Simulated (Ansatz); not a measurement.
C3H6F2Si: single-point calculation

The run: single-point calculation of C3H6F2Si, SMILES FC[Si]1(F)CC1. Method and program: RKS rPW86-PBE/ANO-RCC-VTZP (Ansatz 0.2.0).

The geometry comes from this level: PBE0-D4/def2-TZVP. Figures and captions count atoms from 1; the log counts them from 0 in places.

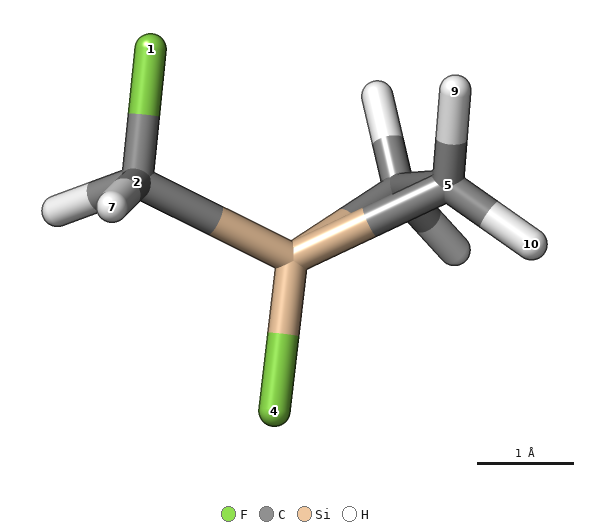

Fig. 1: The structure (stick view, seen at a tilt; atoms are numbered from 1 in the order of the input). Bond lengths as drawn: C–C 1.58 Å, C–F 1.39 Å, C–H 1.09 Å, C–Si 1.81 to 1.88 Å and F–Si 1.60 Å.

Summary

| quantity | value |
| --- | --- |
| outcome | converged |
| total energy | −16572.0625 eV |
| SCF solution under orbital rotations | stable |
| largest force (length of the vector) | 1.142 eV/Å |
| dipole moment | 0.22 D |
| hardware | 4 threads of AMD EPYC, 23 GiB of memory available, shared host |
| wall time | 12 s (CPU time 42 s) |
| peak memory | 0.62 GiB |

The input
```yaml
crystal:
  periodic: [false, false, false]
  atoms:
    - {symbol: F, position_ang: [0.621112, -1.756876, 1.378249]}
    - {symbol: C, position_ang: [0.743784, -1.735858, -0.004379]}
    - {symbol: Si, position_ang: [0.102781, -0.086374, -0.644920]}
    - {symbol: F, position_ang: [0.253332, -0.085298, -2.235393]}
    - {symbol: C, position_ang: [0.220451, 1.457591, 0.300962]}
    - {symbol: C, position_ang: [-1.232210, 0.839179, 0.163479]}
    - {symbol: H, position_ang: [1.797025, -1.885312, -0.263437]}
    - {symbol: H, position_ang: [0.174942, -2.575053, -0.417833]}
    - {symbol: H, position_ang: [0.635622, 1.460117, 1.304200]}
    - {symbol: H, position_ang: [0.362947, 2.406018, -0.208198]}
    - {symbol: H, position_ang: [-1.675733, 0.474729, 1.085076]}
    - {symbol: H, position_ang: [-1.926855, 1.432039, -0.423904]}
basis:
  gaussian: {orbitals: ANO-RCC-VTZP}
hamiltonian: {xc: {name: rPW86-PBE}}
output: {forces: true}
```

Launched with:
```bash
ansatz run in.yaml --threads 4 --pin off --events-out ev --progress --plain --max-ram 10444MiB
```

What the program printed
```
Functional definition: rPW86-PBE
  name "rPW86-PBE"
  cite "Murray, Lee & Langreth, J. Chem. Theory Comput. 5, 2754 (2009) doi:10.1021/ct900365q"
  cite "Perdew, Burke & Ernzerhof, Phys. Rev. Lett. 77, 3865 (1996) doi:10.1103/PhysRevLett.77.3865"
  parent pbe
  exchange = rpw86_x
  correlation = pbe_c
1754 factors; their error is unknown
mean field evaluation 1: about -16553.6613 eV, gradient 9.2e1 eV
mean field evaluation 2: about -16503.7369 eV, gradient 1.5e2 eV
mean field evaluation 4: about -16571.3611 eV, gradient 2.0e1 eV
mean field evaluation 8: about -16572.1136 eV, gradient 3.5e-1 eV
mean field evaluation 16: about -16572.0623 eV, gradient 3.9e-3 eV
mean field -16572.06232271 eV, -609.0120574122 hartree, gradient 1.1e-5 eV, S^2 0.000000; 0 other end points of the search recorded, 0 dependent functions left out
the calculation of the forces begins
reference -16572.06250534 eV, -609.0120641240 hartree; 28, 28 occupied and 240, 240 virtual orbitals, 1754 factors
Total energy: -16572.06250534 eV, -609.0120641240 hartree
Relativity: scalar
Atom 0 at     0.621112    -1.756876     1.378249 Å, force    -0.080697    -0.050401     1.073833 eV/Å
Atom 1 at     0.743784    -1.735858    -0.004379 Å, force     0.156880    -0.182708    -0.841893 eV/Å
Atom 2 at     0.102781    -0.086374    -0.644920 Å, force     0.025424    -0.196290     0.622181 eV/Å
Atom 3 at     0.253332    -0.085298    -2.235393 Å, force     0.098079     0.023481    -1.137794 eV/Å
Atom 4 at     0.220451     1.457591     0.300962 Å, force     0.247412     0.356440     0.176699 eV/Å
Atom 5 at    -1.232210     0.839179     0.163479 Å, force    -0.451984     0.061059     0.106166 eV/Å
Atom 6 at     1.797025    -1.885312    -0.263437 Å, force     0.092417    -0.032380    -0.029120 eV/Å
Atom 7 at     0.174942    -2.575053    -0.417833 Å, force    -0.034603    -0.087585    -0.040879 eV/Å
Atom 8 at     0.635622     1.460117     1.304200 Å, force     0.043584     0.024327     0.064513 eV/Å
Atom 9 at     0.362947     2.406018    -0.208198 Å, force     0.027339     0.071249    -0.020161 eV/Å
Atom 10 at    -1.675733     0.474729     1.085076 Å, force    -0.056179    -0.016383     0.056359 eV/Å
Atom 11 at    -1.926855     1.432039    -0.423904 Å, force    -0.067671     0.029192    -0.029904 eV/Å
Dipole moment:     0.016044    -0.030646    -0.031386 e Å
```

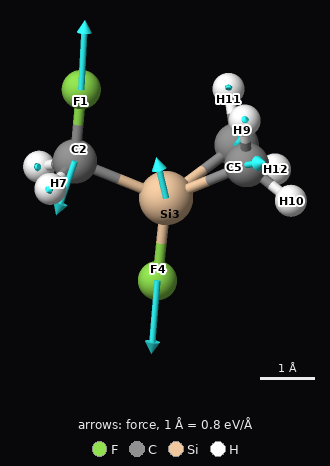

Fig. 2: Forces on the atoms as teal arrows (ball-and-stick view, seen at a tilt; atoms are numbered from 1 in the order of the input); the smallest are left out. The largest act on F4 (1.14 eV/Å); F1 (1.08 eV/Å); C2 (0.88 eV/Å); Si3 (0.65 eV/Å), among others. The geometry is not a stationary point of this energy.

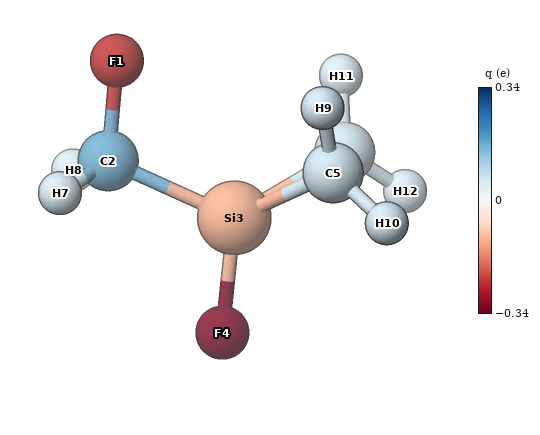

Fig. 3: Mulliken charges, as the colour of each atom (ball-and-stick view, seen at a tilt; atoms are numbered from 1 in the order of the input; Mulliken charges depend strongly on the basis). By element: F −0.32 to −0.24, C +0.07 to +0.17, Si −0.12 and H +0.06 e.
